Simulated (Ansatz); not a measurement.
# SiGeH₅ (doublet): B2PLYP, RPA-PBE over a scan of the distance Ge1–H5 along a hydrogen transfer, cc-pVDZ

How well do these functionals follow the top wave-function level for SiGeH₅ (doublet) over a scan of the distance Ge1–H5 along a hydrogen transfer?

Method: cc-pVDZ, all electrons in the functionals, frozen cores in the correlation of double hybrids and RPA; program: Ansatz 0.2.0, Gaussian basis.

The runs, in order: B2PLYP, RPA-PBE, at 1.534 Å; 1.589 Å; 1.698 Å; 1.808 Å; 1.917 Å.

## (1) What is computed

The geometry derives from fragments relaxed apart (PBE0/def2-TZVP) and kept rigid, so it is no stationary point. A hydrogen atom is moved between rigid fragments. No spin-orbit coupling is included. The filled d shell of Ge may be among the frozen orbitals whatever the setting's name suggests; the logs give the count.

7 atoms, charge 0, spin multiplicity 2.

Atoms are counted from 1 here; the program's logs count them from 0.

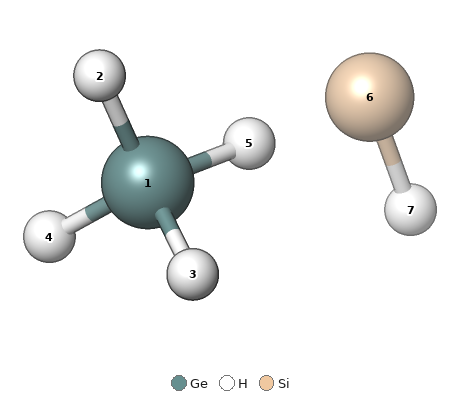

The geometry (germanium teal, hydrogen white, silicon light orange); atoms are numbered from 1 in the order of the file.

No dispersion term is added.

The geometry shown and the zero of energy belong to the point 1.534 Å. The yardstick, UCCSDT(Q), and other wave-function levels (R restricted, U unrestricted, valence and pair active spaces) come from earlier runs.

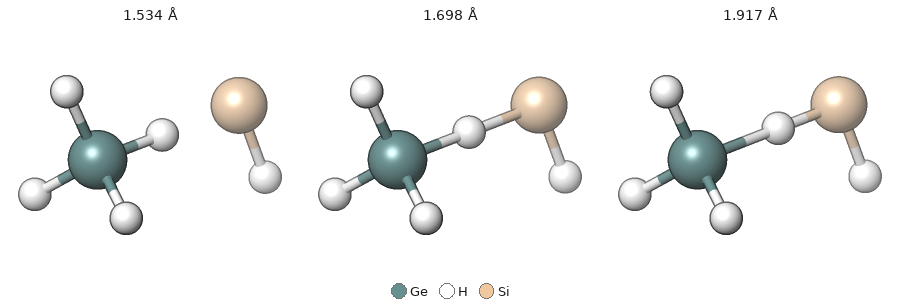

Three points of the scan; sticks are drawn by distance.

## (2) B2PLYP, 1.534 Å

Input file in.yaml:

```yaml
crystal:
  periodic: [false, false, false]
  atoms:
    - {symbol: Ge, position_ang: [-0.927207, 0.014100, 0.000000]}
    - {symbol: H, position_ang: [-1.438657, 1.460699, 0.000001]}
    - {symbol: H, position_ang: [-1.438657, -0.709200, 1.252791]}
    - {symbol: H, position_ang: [-1.438657, -0.709199, -1.252792]}
    - {symbol: H, position_ang: [0.607142, 0.014100, 0.000000]}
    - {symbol: Si, position_ang: [2.429793, 0.014100, 0.000000]}
    - {symbol: H, position_ang: [2.826227, -1.465414, -0.000001]}
basis:
  gaussian: {orbitals: cc-pVDZ}
magnetization: {spin_polarized: true, initial_magnetization: 1}
hamiltonian: {xc: {name: B2PLYP}}
correlation: {electrons: outside_noble_gas}
```

The run is started by

```console
> ansatz run in.yaml --threads 1 --pin off --events-out ev --progress --plain --max-ram 2816MiB --backend cpu
```

What it wrote:

```text
Functional definition: B2PLYP
  name "B2PLYP"
  cite "Grimme, J. Chem. Phys. 124, 034108 (2006) doi:10.1063/1.2148954"
  cite "Becke, Phys. Rev. A 38, 3098 (1988) doi:10.1103/PhysRevA.38.3098"
  cite "Lee, Yang & Parr, Phys. Rev. B 37, 785 (1988) doi:10.1103/PhysRevB.37.785"
  parameter a = 0.53
  parameter c = 0.27
  exchange = (1 - a)*b88_x + a*exact_x
  correlation = (1 - c)*lyp_c + c*(mp2_os + mp2_ss)
727 factors; integrals over basis functions are off by at most 1.5e-3 eV
mean field evaluation 1: about -64455.7566 eV, gradient 5.5e0 eV
mean field evaluation 2: about -64455.7584 eV, gradient 5.5e0 eV
mean field evaluation 4: about -64456.0625 eV, gradient 7.0e-1 eV
mean field evaluation 8: about -64456.0676 eV, gradient 2.6e-2 eV
mean field evaluation 16: about -64456.0677 eV, gradient 1.4e-4 eV
mean field evaluation 32: about -64454.7969 eV, gradient 4.6e0 eV
mean field -64456.06766563 eV, -2368.7167968200 hartree, gradient 4.0e-6 eV, S^2 0.758876; 4 other end points of the search recorded, 0 dependent functions left out
19 core orbitals not correlated: weight in the atoms' cores, before any rotation towards them, 0.999 or more for the frozen orbitals, at most 0.001 for the correlated occupied ones
reference -64456.06782922 eV, -2368.7168028318 hartree; 7, 6 occupied and 44, 45 virtual orbitals, 727 factors
second order -6.43691532 eV of doubles, -0.00000000 eV of singles
Total energy: -64457.80579635 eV, -2368.7806719460 hartree
```

Wall time 4.6 s (1 thread of AMD EPYC 7R13, shared host); peak memory 0.27 GiB.

From the report: ⟨S²⟩ of the determinant 0.759 (pure doublet: 0.75).

## (3) B2PLYP, 1.589 Å

Input file in.yaml:

```yaml
crystal:
  periodic: [false, false, false]
  atoms:
    - {symbol: Ge, position_ang: [-0.927728, 0.014100, 0.000000]}
    - {symbol: H, position_ang: [-1.439178, 1.460699, 0.000001]}
    - {symbol: H, position_ang: [-1.439178, -0.709200, 1.252791]}
    - {symbol: H, position_ang: [-1.439178, -0.709199, -1.252792]}
    - {symbol: H, position_ang: [0.661272, 0.014100, 0.000000]}
    - {symbol: Si, position_ang: [2.429272, 0.014100, 0.000000]}
    - {symbol: H, position_ang: [2.825706, -1.465414, -0.000001]}
basis:
  gaussian: {orbitals: cc-pVDZ}
magnetization: {spin_polarized: true, initial_magnetization: 1}
hamiltonian: {xc: {name: B2PLYP}}
correlation: {electrons: outside_noble_gas}
```

Same command.

What it wrote (excerpt; [...] marks lines left out):

```text
Functional definition: B2PLYP
  name "B2PLYP"
  cite "Grimme, J. Chem. Phys. 124, 034108 (2006) doi:10.1063/1.2148954"
  cite "Becke, Phys. Rev. A 38, 3098 (1988) doi:10.1103/PhysRevA.38.3098"
  cite "Lee, Yang & Parr, Phys. Rev. B 37, 785 (1988) doi:10.1103/PhysRevB.37.785"
[...]
727 factors; integrals over basis functions are off by at most 1.5e-3 eV
[...]
mean field -64456.04928584 eV, -2368.7161213751 hartree, gradient 4.7e-6 eV, S^2 0.758669; 4 other end points of the search recorded, 0 dependent functions left out
19 core orbitals not correlated: weight in the atoms' cores, before any rotation towards them, 0.999 or more for the frozen orbitals, at most 0.001 for the correlated occupied ones
reference -64456.04944916 eV, -2368.7161273772 hartree; 7, 6 occupied and 44, 45 virtual orbitals, 727 factors
second order -6.48367651 eV of doubles, -0.00000000 eV of singles
Total energy: -64457.80004182 eV, -2368.7804604708 hartree
```

Wall time 4.5 s (1 thread of AMD EPYC 7R13, shared host); peak memory 0.27 GiB.

From the report: ⟨S²⟩ of the determinant 0.759 (pure doublet: 0.75).

From 1.534 Å: +0.1 kcal/mol.

## (4) B2PLYP, 1.698 Å

Input file in.yaml:

```yaml
crystal:
  periodic: [false, false, false]
  atoms:
    - {symbol: Ge, position_ang: [-0.928767, 0.014100, 0.000000]}
    - {symbol: H, position_ang: [-1.440217, 1.460699, 0.000001]}
    - {symbol: H, position_ang: [-1.440217, -0.709200, 1.252791]}
    - {symbol: H, position_ang: [-1.440217, -0.709199, -1.252792]}
    - {symbol: H, position_ang: [0.769233, 0.014100, 0.000000]}
    - {symbol: Si, position_ang: [2.428233, 0.014100, 0.000000]}
    - {symbol: H, position_ang: [2.824668, -1.465414, -0.000001]}
basis:
  gaussian: {orbitals: cc-pVDZ}
magnetization: {spin_polarized: true, initial_magnetization: 1}
hamiltonian: {xc: {name: B2PLYP}}
correlation: {electrons: outside_noble_gas}
```

Same command.

What it wrote (excerpt; [...] marks lines left out):

```text
Functional definition: B2PLYP
  name "B2PLYP"
  cite "Grimme, J. Chem. Phys. 124, 034108 (2006) doi:10.1063/1.2148954"
  cite "Becke, Phys. Rev. A 38, 3098 (1988) doi:10.1103/PhysRevA.38.3098"
  cite "Lee, Yang & Parr, Phys. Rev. B 37, 785 (1988) doi:10.1103/PhysRevB.37.785"
[...]
727 factors; integrals over basis functions are off by at most 1.3e-3 eV
[...]
mean field -64455.88266446 eV, -2368.7099981525 hartree, gradient 3.4e-6 eV, S^2 0.758495; 4 other end points of the search recorded, 0 dependent functions left out
19 core orbitals not correlated: weight in the atoms' cores, before any rotation towards them, 0.999 or more for the frozen orbitals, at most 0.001 for the correlated occupied ones
reference -64455.88282726 eV, -2368.7100041354 hartree; 7, 6 occupied and 44, 45 virtual orbitals, 727 factors
second order -6.59230186 eV of doubles, -0.00000000 eV of singles
Total energy: -64457.66274876 eV, -2368.7754150441 hartree
```

Wall time 4.6 s (1 thread of AMD EPYC 7R13, shared host); peak memory 0.27 GiB.

From the report: ⟨S²⟩ of the determinant 0.758 (pure doublet: 0.75).

From 1.534 Å: +3.3 kcal/mol.

## (5) B2PLYP, 1.808 Å

Input file in.yaml:

```yaml
crystal:
  periodic: [false, false, false]
  atoms:
    - {symbol: Ge, position_ang: [-0.929815, 0.014100, 0.000000]}
    - {symbol: H, position_ang: [-1.441265, 1.460699, 0.000001]}
    - {symbol: H, position_ang: [-1.441265, -0.709200, 1.252791]}
    - {symbol: H, position_ang: [-1.441265, -0.709199, -1.252792]}
    - {symbol: H, position_ang: [0.878185, 0.014100, 0.000000]}
    - {symbol: Si, position_ang: [2.427185, 0.014100, 0.000000]}
    - {symbol: H, position_ang: [2.823619, -1.465414, -0.000001]}
basis:
  gaussian: {orbitals: cc-pVDZ}
magnetization: {spin_polarized: true, initial_magnetization: 1}
hamiltonian: {xc: {name: B2PLYP}}
correlation: {electrons: outside_noble_gas}
```

Launched as before.

What it wrote (excerpt; [...] marks lines left out):

```text
Functional definition: B2PLYP
  name "B2PLYP"
  cite "Grimme, J. Chem. Phys. 124, 034108 (2006) doi:10.1063/1.2148954"
  cite "Becke, Phys. Rev. A 38, 3098 (1988) doi:10.1103/PhysRevA.38.3098"
  cite "Lee, Yang & Parr, Phys. Rev. B 37, 785 (1988) doi:10.1103/PhysRevB.37.785"
[...]
726 factors; integrals over basis functions are off by at most 1.2e-3 eV
[...]
mean field -64455.56537862 eV, -2368.6983381130 hartree, gradient 5.5e-6 eV, S^2 0.762562; 4 other end points of the search recorded, 0 dependent functions left out
19 core orbitals not correlated: weight in the atoms' cores, before any rotation towards them, 0.999 or more for the frozen orbitals, at most 0.001 for the correlated occupied ones
reference -64455.56554097 eV, -2368.6983440790 hartree; 7, 6 occupied and 44, 45 virtual orbitals, 726 factors
second order -6.72273090 eV of doubles, -0.00000000 eV of singles
Total energy: -64457.38067831 eV, -2368.7650491460 hartree
```

Wall time 4.8 s (1 thread of AMD EPYC 7R13, shared host); peak memory 0.27 GiB.

From the report: ⟨S²⟩ of the determinant 0.763 (pure doublet: 0.75).

From 1.534 Å: +9.8 kcal/mol.

## (6) B2PLYP, 1.917 Å

Input file in.yaml:

```yaml
crystal:
  periodic: [false, false, false]
  atoms:
    - {symbol: Ge, position_ang: [-0.930854, 0.014100, 0.000000]}
    - {symbol: H, position_ang: [-1.442304, 1.460699, 0.000001]}
    - {symbol: H, position_ang: [-1.442304, -0.709200, 1.252791]}
    - {symbol: H, position_ang: [-1.442304, -0.709199, -1.252792]}
    - {symbol: H, position_ang: [0.986146, 0.014100, 0.000000]}
    - {symbol: Si, position_ang: [2.426146, 0.014100, 0.000000]}
    - {symbol: H, position_ang: [2.822581, -1.465414, -0.000001]}
basis:
  gaussian: {orbitals: cc-pVDZ}
magnetization: {spin_polarized: true, initial_magnetization: 1}
hamiltonian: {xc: {name: B2PLYP}}
correlation: {electrons: outside_noble_gas}
```

Same command.

What it wrote (excerpt; [...] marks lines left out):

```text
Functional definition: B2PLYP
  name "B2PLYP"
  cite "Grimme, J. Chem. Phys. 124, 034108 (2006) doi:10.1063/1.2148954"
  cite "Becke, Phys. Rev. A 38, 3098 (1988) doi:10.1103/PhysRevA.38.3098"
  cite "Lee, Yang & Parr, Phys. Rev. B 37, 785 (1988) doi:10.1103/PhysRevB.37.785"
[...]
726 factors; integrals over basis functions are off by at most 1.2e-3 eV
[...]
mean field -64455.10441210 eV, -2368.6813979058 hartree, gradient 6.4e-6 eV, S^2 0.857381; 4 other end points of the search recorded, 0 dependent functions left out
19 core orbitals not correlated: weight in the atoms' cores, before any rotation towards them, 0.999 or more for the frozen orbitals, at most 0.001 for the correlated occupied ones
reference -64455.10457452 eV, -2368.6814038746 hartree; 7, 6 occupied and 44, 45 virtual orbitals, 726 factors
second order -6.78468903 eV of doubles, -0.00000000 eV of singles
Total energy: -64456.93644056 eV, -2368.7487237098 hartree
```

Run time: 5.5 s. Hardware: 1 thread of AMD EPYC 7R13, shared host; peak memory 0.27 GiB.

From the report: ⟨S²⟩ of the determinant 0.857 (pure doublet: 0.75).

From 1.534 Å: +20.0 kcal/mol.

## (7) RPA-PBE, 1.534 Å

Input file in.yaml:

```yaml
crystal:
  periodic: [false, false, false]
  atoms:
    - {symbol: Ge, position_ang: [-0.927207, 0.014100, 0.000000]}
    - {symbol: H, position_ang: [-1.438657, 1.460699, 0.000001]}
    - {symbol: H, position_ang: [-1.438657, -0.709200, 1.252791]}
    - {symbol: H, position_ang: [-1.438657, -0.709199, -1.252792]}
    - {symbol: H, position_ang: [0.607142, 0.014100, 0.000000]}
    - {symbol: Si, position_ang: [2.429793, 0.014100, 0.000000]}
    - {symbol: H, position_ang: [2.826227, -1.465414, -0.000001]}
basis:
  gaussian: {orbitals: cc-pVDZ}
magnetization: {spin_polarized: true, initial_magnetization: 1}
hamiltonian: {xc: {name: PBE}}
correlation: {method: rpa, electrons: outside_noble_gas}
```

The command is unchanged.

What it wrote (excerpt; [...] marks lines left out):

```text
Functional definition: PBE
  name "PBE"
  cite "Perdew, Burke & Ernzerhof, Phys. Rev. Lett. 77, 3865 (1996) doi:10.1103/PhysRevLett.77.3865"
  parent pbe
[...]
727 factors; integrals over basis functions are off by at most 1.5e-3 eV
[...]
mean field -64459.97686418 eV, -2368.8604572170 hartree, gradient 4.2e-6 eV, S^2 0.754750; 6 other end points of the search recorded, 0 dependent functions left out
19 core orbitals not correlated: weight in the atoms' cores, before any rotation towards them, 0.998 or more for the frozen orbitals, at most 0.001 for the correlated occupied ones
reference -64410.10246964 eV, -2367.0276070236 hartree; 7, 6 occupied and 44, 45 virtual orbitals, 727 factors
Total energy: -64421.26242157 eV, -2367.4377276929 hartree
```

Run time: 6.5 s. Hardware: 1 thread of AMD EPYC 7R13, shared host; peak memory 0.27 GiB.

From the report: ⟨S²⟩ of the determinant 0.755 (pure doublet: 0.75).

## (8) RPA-PBE, 1.589 Å

Input file in.yaml:

```yaml
crystal:
  periodic: [false, false, false]
  atoms:
    - {symbol: Ge, position_ang: [-0.927728, 0.014100, 0.000000]}
    - {symbol: H, position_ang: [-1.439178, 1.460699, 0.000001]}
    - {symbol: H, position_ang: [-1.439178, -0.709200, 1.252791]}
    - {symbol: H, position_ang: [-1.439178, -0.709199, -1.252792]}
    - {symbol: H, position_ang: [0.661272, 0.014100, 0.000000]}
    - {symbol: Si, position_ang: [2.429272, 0.014100, 0.000000]}
    - {symbol: H, position_ang: [2.825706, -1.465414, -0.000001]}
basis:
  gaussian: {orbitals: cc-pVDZ}
magnetization: {spin_polarized: true, initial_magnetization: 1}
hamiltonian: {xc: {name: PBE}}
correlation: {method: rpa, electrons: outside_noble_gas}
```

Same command.

What it wrote (excerpt; [...] marks lines left out):

```text
Functional definition: PBE
  name "PBE"
  cite "Perdew, Burke & Ernzerhof, Phys. Rev. Lett. 77, 3865 (1996) doi:10.1103/PhysRevLett.77.3865"
  parent pbe
[...]
727 factors; integrals over basis functions are off by at most 1.5e-3 eV
[...]
mean field -64460.00032416 eV, -2368.8613193554 hartree, gradient 4.3e-6 eV, S^2 0.754828; 6 other end points of the search recorded, 0 dependent functions left out
19 core orbitals not correlated: weight in the atoms' cores, before any rotation towards them, 0.998 or more for the frozen orbitals, at most 0.001 for the correlated occupied ones
reference -64410.05096123 eV, -2367.0257141245 hartree; 7, 6 occupied and 44, 45 virtual orbitals, 727 factors
Total energy: -64421.25709544 eV, -2367.4375319610 hartree
```

It took 6.5 s on 1 thread of AMD EPYC 7R13, shared host; peak memory 0.27 GiB.

From the report: ⟨S²⟩ of the determinant 0.755 (pure doublet: 0.75).

From 1.534 Å: +0.1 kcal/mol.

## (9) RPA-PBE, 1.698 Å

Input file in.yaml:

```yaml
crystal:
  periodic: [false, false, false]
  atoms:
    - {symbol: Ge, position_ang: [-0.928767, 0.014100, 0.000000]}
    - {symbol: H, position_ang: [-1.440217, 1.460699, 0.000001]}
    - {symbol: H, position_ang: [-1.440217, -0.709200, 1.252791]}
    - {symbol: H, position_ang: [-1.440217, -0.709199, -1.252792]}
    - {symbol: H, position_ang: [0.769233, 0.014100, 0.000000]}
    - {symbol: Si, position_ang: [2.428233, 0.014100, 0.000000]}
    - {symbol: H, position_ang: [2.824668, -1.465414, -0.000001]}
basis:
  gaussian: {orbitals: cc-pVDZ}
magnetization: {spin_polarized: true, initial_magnetization: 1}
hamiltonian: {xc: {name: PBE}}
correlation: {method: rpa, electrons: outside_noble_gas}
```

Launched as before.

What it wrote (excerpt; [...] marks lines left out):

```text
Functional definition: PBE
  name "PBE"
  cite "Perdew, Burke & Ernzerhof, Phys. Rev. Lett. 77, 3865 (1996) doi:10.1103/PhysRevLett.77.3865"
  parent pbe
[...]
727 factors; integrals over basis functions are off by at most 1.3e-3 eV
[...]
mean field -64459.92294521 eV, -2368.8584757313 hartree, gradient 5.7e-6 eV, S^2 0.755412; 8 other end points of the search recorded, 0 dependent functions left out
19 core orbitals not correlated: weight in the atoms' cores, before any rotation towards them, 0.999 or more for the frozen orbitals, at most 0.001 for the correlated occupied ones
reference -64409.80813827 eV, -2367.0167905455 hartree; 7, 6 occupied and 44, 45 virtual orbitals, 727 factors
Total energy: -64421.12221630 eV, -2367.4325752442 hartree
```

Run time: 8.5 s. Hardware: 1 thread of AMD EPYC 7R13, shared host; peak memory 0.27 GiB.

From the report: ⟨S²⟩ of the determinant 0.755 (pure doublet: 0.75).

From 1.534 Å: +3.2 kcal/mol.

## (10) RPA-PBE, 1.808 Å

Input file in.yaml:

```yaml
crystal:
  periodic: [false, false, false]
  atoms:
    - {symbol: Ge, position_ang: [-0.929815, 0.014100, 0.000000]}
    - {symbol: H, position_ang: [-1.441265, 1.460699, 0.000001]}
    - {symbol: H, position_ang: [-1.441265, -0.709200, 1.252791]}
    - {symbol: H, position_ang: [-1.441265, -0.709199, -1.252792]}
    - {symbol: H, position_ang: [0.878185, 0.014100, 0.000000]}
    - {symbol: Si, position_ang: [2.427185, 0.014100, 0.000000]}
    - {symbol: H, position_ang: [2.823619, -1.465414, -0.000001]}
basis:
  gaussian: {orbitals: cc-pVDZ}
magnetization: {spin_polarized: true, initial_magnetization: 1}
hamiltonian: {xc: {name: PBE}}
correlation: {method: rpa, electrons: outside_noble_gas}
```

The command is unchanged.

What it wrote (excerpt; [...] marks lines left out):

```text
Functional definition: PBE
  name "PBE"
  cite "Perdew, Burke & Ernzerhof, Phys. Rev. Lett. 77, 3865 (1996) doi:10.1103/PhysRevLett.77.3865"
  parent pbe
[...]
726 factors; integrals over basis functions are off by at most 1.2e-3 eV
[...]
mean field -64459.69860036 eV, -2368.8502312101 hartree, gradient 1.9e-6 eV, S^2 0.757761; 8 other end points of the search recorded, 0 dependent functions left out
19 core orbitals not correlated: weight in the atoms' cores, before any rotation towards them, 0.999 or more for the frozen orbitals, at most 0.001 for the correlated occupied ones
reference -64409.40555142 eV, -2367.0019957515 hartree; 7, 6 occupied and 44, 45 virtual orbitals, 726 factors
Total energy: -64420.84962163 eV, -2367.4225575745 hartree
```

Run time: 10 s. Hardware: 1 thread of AMD EPYC 7R13, shared host; peak memory 0.27 GiB.

From the report: ⟨S²⟩ of the determinant 0.758 (pure doublet: 0.75).

From 1.534 Å: +9.5 kcal/mol.

## (11) RPA-PBE, 1.917 Å

Input file in.yaml:

```yaml
crystal:
  periodic: [false, false, false]
  atoms:
    - {symbol: Ge, position_ang: [-0.930854, 0.014100, 0.000000]}
    - {symbol: H, position_ang: [-1.442304, 1.460699, 0.000001]}
    - {symbol: H, position_ang: [-1.442304, -0.709200, 1.252791]}
    - {symbol: H, position_ang: [-1.442304, -0.709199, -1.252792]}
    - {symbol: H, position_ang: [0.986146, 0.014100, 0.000000]}
    - {symbol: Si, position_ang: [2.426146, 0.014100, 0.000000]}
    - {symbol: H, position_ang: [2.822581, -1.465414, -0.000001]}
basis:
  gaussian: {orbitals: cc-pVDZ}
magnetization: {spin_polarized: true, initial_magnetization: 1}
hamiltonian: {xc: {name: PBE}}
correlation: {method: rpa, electrons: outside_noble_gas}
```

The command is unchanged.

What it wrote (excerpt; [...] marks lines left out):

```text
Functional definition: PBE
  name "PBE"
  cite "Perdew, Burke & Ernzerhof, Phys. Rev. Lett. 77, 3865 (1996) doi:10.1103/PhysRevLett.77.3865"
  parent pbe
[...]
726 factors; integrals over basis functions are off by at most 1.2e-3 eV
[...]
mean field -64459.31523008 eV, -2368.8361426122 hartree, gradient 6.4e-6 eV, S^2 0.766528; 12 other end points of the search recorded, 0 dependent functions left out
19 core orbitals not correlated: weight in the atoms' cores, before any rotation towards them, 0.999 or more for the frozen orbitals, at most 0.001 for the correlated occupied ones
reference -64408.85454686 eV, -2366.9817467074 hartree; 7, 6 occupied and 44, 45 virtual orbitals, 726 factors
Total energy: -64420.43878969 eV, -2367.4074597794 hartree
```

Run time: 13 s. Hardware: 1 thread of AMD EPYC 7R13, shared host; peak memory 0.27 GiB.

From the report: ⟨S²⟩ of the determinant 0.767 (pure doublet: 0.75).

From 1.534 Å: +19.0 kcal/mol.

## (12) Against the wave-function levels

The yardstick is UCCSDT(Q), where the cluster series has nearly closed. It comes from earlier runs at the same points. Energies in kcal/mol, counted from 1.534 Å; blanks weren't run or aren't comparable.

| level | 1.534 Å | 1.589 Å | 1.698 Å | 1.808 Å | 1.917 Å |
| --- | --- | --- | --- | --- | --- |
| UCCSDT(Q) | 0.0 | 0.2 | 3.5 | 10.1 | 19.9 |
| B2PLYP | 0.0 | 0.1 | 3.3 | 9.8 | 20.0 |
| RPA-PBE | 0.0 | 0.1 | 3.2 | 9.5 | 19.0 |

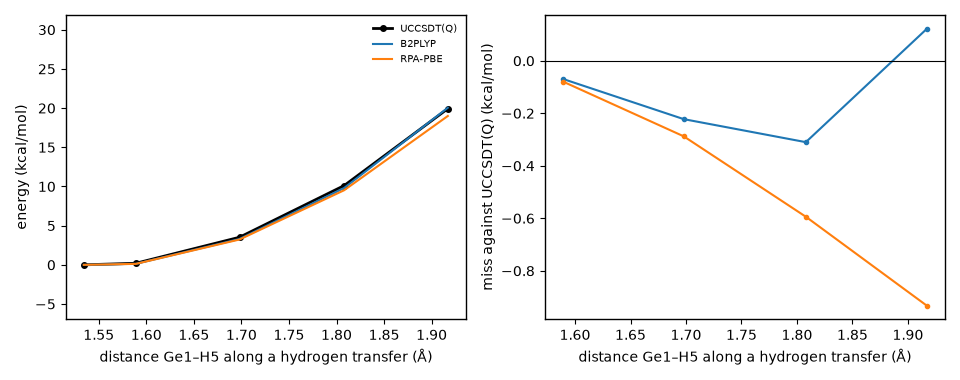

Left: the curves (the axis may cut off levels that run far away). Right: misses against UCCSDT(Q), in the same colours.

Largest miss and mean time a point (UCCSDT(Q) took 9 s a point; shared hosts):

| level | largest miss (kcal/mol) | where | time a point |
| --- | --- | --- | --- |
| B2PLYP | -0.3 | 1.808 Å | 4.8 s |
| RPA-PBE | -0.9 | 1.917 Å | 8.8 s |

## (13) Outcome

| quantity | value |
| --- | --- |
| span of the UCCSDT(Q) curve | 19.9 kcal/mol |
| largest miss, B2PLYP | -0.3 kcal/mol (1.808 Å) |
| largest miss, RPA-PBE | -0.9 kcal/mol (1.917 Å) |

What this shows: Of the functionals, B2PLYP keep the smallest largest miss at the points compared (at most 0.3 kcal/mol) and RPA-PBE strays most (0.9 kcal/mol, at 1.917 Å). Functionals and the yardstick converge differently with the basis, so part of each miss in cc-pVDZ is the basis.
